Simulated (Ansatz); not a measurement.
Input file:

```
crystal:
  periodic: [false, false, false]
  atoms:
    - { symbol: B, position_ang: [0.43102, -2.05837, 0.41064] }
    - { symbol: Ga, position_ang: [0.73446, 0.03182, 0.21626] }
    - { symbol: S, position_ang: [-1.3297, 1.37277, -0.72977] }
    - { symbol: H, position_ang: [1.3445, -2.78274, 0.44607] }
    - { symbol: H, position_ang: [-0.67758, -2.42098, 0.45584] }
    - { symbol: H, position_ang: [1.60298, 1.37592, 0.33213] }
    - { symbol: H, position_ang: [-1.48572, 2.21513, 0.301] }
    - { symbol: H, position_ang: [-0.61997, 2.26643, -1.43217] }
total_charge: 1
basis:
  gaussian: { orbitals: def2-SVP }
hamiltonian:
  xc: b3lyp
  dispersion: d4
relax:
  f_tol: 0.015
  max_steps: 40
output:
  orbitals: {}
```

Launched as:

```sh
ansatz run input.yaml --threads 1 --pin off --max-ram 2048MiB --backend cpu --events-out ev --progress --plain --runs-dir out
```

The fields are those of the relaxed geometry.

Theory: RKS B3LYP-D4/def2-SVP (Ansatz).

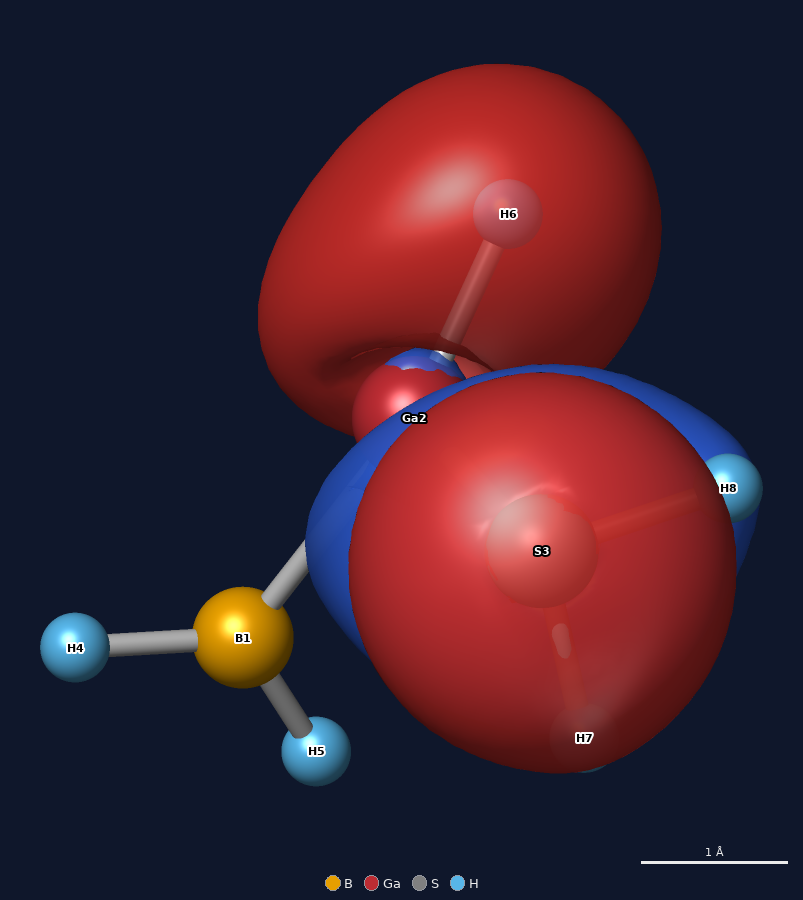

BGaH5S (SMILES [BH2][GaH][SH2+]) (charge +1). The HOMO−1 at ±0.08 Å⁻³ᐟ² (red and blue are the two phases), seen at an oblique angle.

Question: Where does this orbital lie, and at what energy?

Answer: Its weight (Hirshfeld) is mainly on S3 (about 60 %), Ga2 (about 20 %) and H6 (about 15 %). Its energy is −13.89 eV.
